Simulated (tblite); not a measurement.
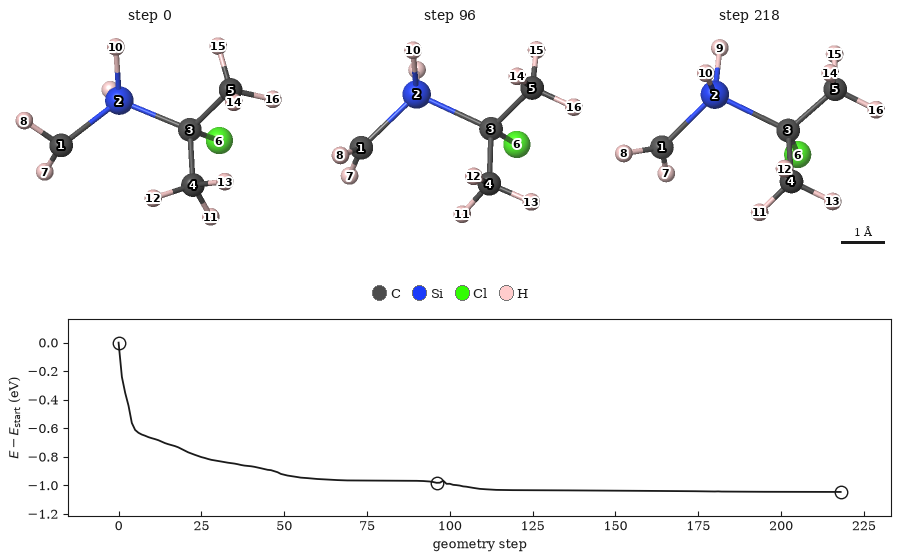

Frames of a relaxation of C₄H₁₀ClSi (multiplicity 2), marked on the history of the run. A ball-and-stick model, seen at a tilt.

All numbers below come from GFN2-xTB geometry optimisation, gas phase in tblite. 

**Describe the path.**

H11 moves most after the best rigid fit: 1.42 Å. By element the largest moves are H 1.42 Å, C 0.76 Å, Cl 0.61 Å, Si 0.40 Å. Near-neighbour distances that change, for instance: Si2–C3 1.827 → 1.939 Å, C4–H13 1.134 → 1.090 Å, C1–H8 1.118 → 1.075 Å, C1–H7 1.106 → 1.076 Å. Bond angles that change, for instance: Si2–C1–H7 109.2° → 122.3°, Si2–C1–H8 113.3° → 122.6°, H7–C1–H8 105.7° → 115.0°. Groups turn about Si2–C3 by about 55°, C3–C4 by about 55°, C3–C5 by about 35°. After 218 geometry steps the energy has fallen by 1.046 eV. The run took 1.6 s on 1 thread of Arm Neoverse V1 (shared host). From step 0 to 96: H11 moves most (1.19 Å), energy −0.982 eV. From step 96 to 218: H8 moves most (0.86 Å), energy −0.064 eV.
